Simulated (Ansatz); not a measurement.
# One shape, several levels: quartet GeH3O2

We compute a comparison of 6 runs (UHF/STO-3G, UB3LYP/6-31G*, U-revPBE/cc-pVDZ, UPBE/cc-pVDZ, USVWN5/cc-pVDZ, UCCSD/cc-pVDZ) of quartet GeH3O2. 

The results are computed with Ansatz 0.2.0.

55 further runs of the same task are left out: 55 set aside as unsound or not needed. Runs told in other sessions of the task aren't counted.

## Step 1: The structure to begin with

GeH3O2 has 6 atoms, charge 0, and is taken as a quartet. SMILES of the parent species: `[O][GeH2][OH]`. The coordinates come from a PBE0-D4/def2-TZVP relaxation. This is one conformer, not always the lowest. That shape belongs to the parent species and isn't relaxed for this state.

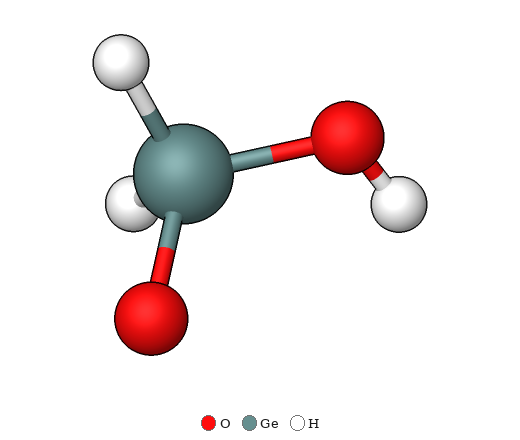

Viewed from a chosen angle; oxygen red, germanium teal, hydrogen white.

## Step 2: A single-point energy at UHF/STO-3G (run 1)

run.yaml reads:

```yaml
crystal:
  periodic: [false, false, false]
  atoms:
    - {symbol: O, position_ang: [-1.694000, -0.455900, 0.556900]}
    - {symbol: Ge, position_ang: [-0.249900, 0.168600, -0.295800]}
    - {symbol: O, position_ang: [1.186300, 0.124100, 0.735000]}
    - {symbol: H, position_ang: [-0.134800, -0.795800, -1.489800]}
    - {symbol: H, position_ang: [-0.447300, 1.647000, -0.628900]}
    - {symbol: H, position_ang: [1.381600, -0.751900, 1.076400]}
basis:
  gaussian:
    orbitals: STO-3G
accuracy: high
magnetization:
  spin_polarized: true
  initial_magnetization: 3
hamiltonian:
  xc: hf
output: {orbitals: {seedname: orbitals}}
```

The run is started by

```
ansatz run run.yaml --threads 1 --pin off --max-ram 2610MiB --events-out events.jsonl --progress --plain --runs-dir runs
```

Output:

```text
Warning: RAYON_NUM_THREADS=1 ignored (pool sized by the plan → 1); use --threads N
Functional definition: HF
  name "HF"
  exchange = exact_x
  correlation = 0
515 factors; integrals over basis functions are off by at most 3.3e-9 eV
mean field evaluation 1: about -59884.6684 eV, gradient 1.8e1 eV
mean field evaluation 2: about -59884.8413 eV, gradient 1.8e1 eV
mean field evaluation 4: about -59888.7020 eV, gradient 4.0e0 eV
mean field evaluation 8: about -59889.7787 eV, gradient 4.0e-1 eV
mean field evaluation 16: about -59889.7810 eV, gradient 1.8e-8 eV
mean field evaluation 32: about -59888.2645 eV, gradient 5.9e-1 eV
mean field evaluation 64: about -59889.3130 eV, gradient 2.4e-1 eV
mean field evaluation 96: about -59888.0392 eV, gradient 7.0e0 eV
mean field evaluation 128: about -59883.5436 eV, gradient 9.8e0 eV
mean field -59889.78098486 eV, -2200.9088564419 hartree, gradient 1.9e-8 eV, S^2 3.753129; 3 other end points of the search recorded, 0 dependent functions left out
reference -59889.78098486 eV, -2200.9088564419 hartree; 27, 24 occupied and 4, 7 virtual orbitals, 515 factors
Total energy: -59889.78098486 eV, -2200.9088564419 hartree
```

Wall time 0.4 s (1 thread of AMD EPYC 9R45 (Zen 5), shared host).

## Step 3: The energy at UB3LYP/6-31G(d) (spherical functions) (run 2)

job.yaml reads:

```yaml
crystal:
  periodic: [false, false, false]
  atoms:
    - {symbol: O, position_ang: [-1.694000, -0.455900, 0.556900]}
    - {symbol: Ge, position_ang: [-0.249900, 0.168600, -0.295800]}
    - {symbol: O, position_ang: [1.186300, 0.124100, 0.735000]}
    - {symbol: H, position_ang: [-0.134800, -0.795800, -1.489800]}
    - {symbol: H, position_ang: [-0.447300, 1.647000, -0.628900]}
    - {symbol: H, position_ang: [1.381600, -0.751900, 1.076400]}
basis:
  gaussian:
    orbitals: 6-31G_st_-spherical.json
magnetization:
  spin_polarized: true
  initial_magnetization: 3
hamiltonian:
  xc: {name: B3LYP}
accuracy: high
output: {orbitals: {seedname: orbitals}}
```

The basis set 6-31G* is read from a file made from the Basis Set Exchange's data (not shown).

The run is started by

```
ansatz run job.yaml --threads 1 --pin off --max-ram 2610MiB --events-out events.jsonl --progress --plain --runs-dir runs
```

Output:

```text
Warning: RAYON_NUM_THREADS=1 ignored (pool sized by the plan → 1); use --threads N
Functional definition: B3LYP
  name "B3LYP"
  parameter a0 = 0.2
  parameter ax = 0.72
  parameter ac = 0.81
  exchange = (1 - a0 - ax)*slater_x + ax*b88_x + a0*exact_x
  correlation = (1 - ac)*vwn_rpa_c + ac*lyp_c
1380 factors; integrals over basis functions are off by at most 4.8e-9 eV
mean field evaluation 1: about -60639.6484 eV, gradient 4.0e1 eV
mean field evaluation 2: about -60554.0970 eV, gradient 1.2e2 eV
mean field evaluation 4: about -60641.3245 eV, gradient 3.1e1 eV
mean field evaluation 8: about -60645.7619 eV, gradient 7.3e-1 eV
mean field evaluation 16: about -60645.9756 eV, gradient 1.5e0 eV
mean field evaluation 32: about -60645.9279 eV, gradient 3.5e0 eV
mean field -60646.00180095 eV, -2228.6994588486 hartree, gradient 3.5e-8 eV, S^2 3.761365; 7 other end points of the search recorded, 0 dependent functions left out
reference -60646.00183997 eV, -2228.6994602825 hartree; 27, 24 occupied and 39, 42 virtual orbitals, 1380 factors
Total energy: -60646.00183997 eV, -2228.6994602825 hartree
```

It took 6.9 s on 1 thread of AMD EPYC 9R45 (Zen 5), shared host; peak memory 0.3 GiB.

Runs 3 to 5 aren't shown in full; the table further down has their settings and results.

## Step 4: A single-point energy at UCCSD/cc-pVDZ (run 6)

in.yaml reads:

```yaml
crystal:
  periodic: [false, false, false]
  atoms:
    - {symbol: O, position_ang: [-1.694000, -0.455900, 0.556900]}
    - {symbol: Ge, position_ang: [-0.249900, 0.168600, -0.295800]}
    - {symbol: O, position_ang: [1.186300, 0.124100, 0.735000]}
    - {symbol: H, position_ang: [-0.134800, -0.795800, -1.489800]}
    - {symbol: H, position_ang: [-0.447300, 1.647000, -0.628900]}
    - {symbol: H, position_ang: [1.381600, -0.751900, 1.076400]}
basis:
  gaussian:
    orbitals: cc-pVDZ
magnetization:
  spin_polarized: true
  initial_magnetization: 3
correlation:
  method: ccsd
  frozen_orbitals: {Ge: 9, H: 0, O: 1}
accuracy: high
scf:
  omitted_lower_state_checks: [cluster_reference, increment]
```

The run is started by

```
ansatz run in.yaml --threads 1 --pin off --max-ram 2610MiB --events-out events.jsonl --progress --plain --runs-dir runs
```

Output:

```text
Warning: RAYON_NUM_THREADS=1 ignored (pool sized by the plan → 1); use --threads N
[... 18 lines left out ...]
11 core orbitals not correlated: weight in the atoms' cores, before any rotation towards them, 1.000 or more for the frozen orbitals, at most 0.000 for the correlated occupied ones
[... 55 lines left out ...]
Total energy: -60599.74318685 eV, -2226.9994861356 hartree
Checks for a lower state left out: cluster_reference, increment
```

It took 23 s on 1 thread of AMD EPYC 9R45 (Zen 5), shared host; peak memory 0.53 GiB.

## Step 5: The series

| run | level | frozen core orbitals | energy (Eh) | HOMO energy (eV) | ⟨S²⟩ | wall time |
| --- | --- | --- | --- | --- | --- | --- |
| 1 | UHF/STO-3G | – | -2200.908856 | 0.36 | 3.753 | 0.4 s |
| 2 | UB3LYP/6-31G* (spherical functions) | – | -2228.699460 | -1.86 | 3.761 | 6.9 s |
| 3 | U-revPBE/cc-pVDZ | – | -2228.728702 | -0.87 | 3.756 | 7.5 s |
| 4 | UPBE/cc-pVDZ | – | -2228.460809 | -0.93 | 3.756 | 6.6 s |
| 5 | USVWN5/cc-pVDZ | – | -2224.689164 | -1.04 | 3.755 | 3.3 s |
| 6 | UCCSD/cc-pVDZ | 11 | -2226.999486 | – | 3.767 | 23 s |

## Step 6: What came out

| quantity | value |
| --- | --- |
| run 6: total energy | -2226.99949 Eh |
| run 6: correlation energy (11 core orbitals frozen) | -453.0 mEh |
| run 6: ⟨S²⟩ of the reference determinant | 3.767 |
| run 6: T1 diagnostic | 0.027 |

What this shows: Totals of different functionals can't be ranked against each other. In run 1 the basis is minimal, so the values are rough. All runs together took 48 s, the longest 23 s.
